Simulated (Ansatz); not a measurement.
# Ligand exchange: Al(CH3)F2 + InH2Cl → AlClF2 + InH2(CH3)

Gas-phase species: Al(CH3)F2, singlet; InH2Cl `[Cl][InH2]`, singlet; AlClF2 `[F][Al]([F])[Cl]`, singlet; InH2(CH3), singlet. The partners trade CH3 for Cl: Al–CH3 and In–Cl bonds give way to Al–Cl and In–CH3.

Shapes, held fixed at every level: PBE0-D4/def2-TZVP. Programs: Ansatz 0.2.0. Electronic energies: no zero-point or thermal term.

```
                level                    kind  ΔE (kJ/mol)  less CCSD(T)/def2-TZVPP
     SPW92/def2-TZVPP                     LDA        +18.1                    +11.3
 r2SCAN-D4/def2-TZVPP                meta-GGA        +15.5                     +8.7
r2SCAN0-D4/def2-TZVPP           global hybrid        +14.7                     +7.9
   wB97M-V/def2-TZVPP  range-separated hybrid        +15.1                     +8.3
         MP2/def2-SVP     perturbation theory        +10.5                     +3.7
       MP2/def2-TZVPP     perturbation theory         +3.8                     -3.0
     CCSD(T)/def2-SVP   coupled cluster or CI        +12.0                     +5.2
   CCSD(T)/def2-TZVPP   coupled cluster or CI         +6.8                      0.0
```

The highest level, CCSD(T)/def2-TZVPP, gives ΔE = +6.8 kJ/mol; the levels span +3.8 to +18.1. The column of differences is taken from that level and isn't an error. No measured value is set beside it here. For atoms past krypton def2 sets carry core potentials with scalar relativity. Outer-core shells of In are correlated, in sets that cover them unevenly.

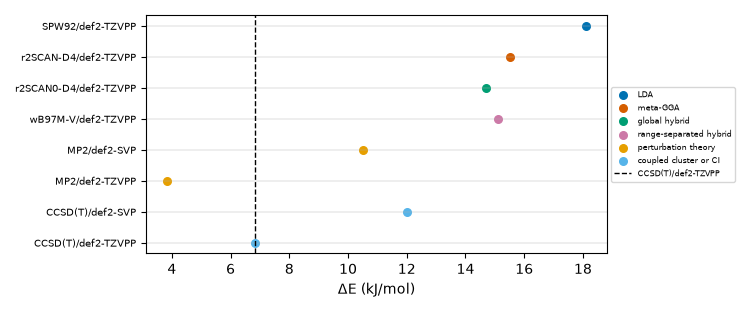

The values of the table, level by level.
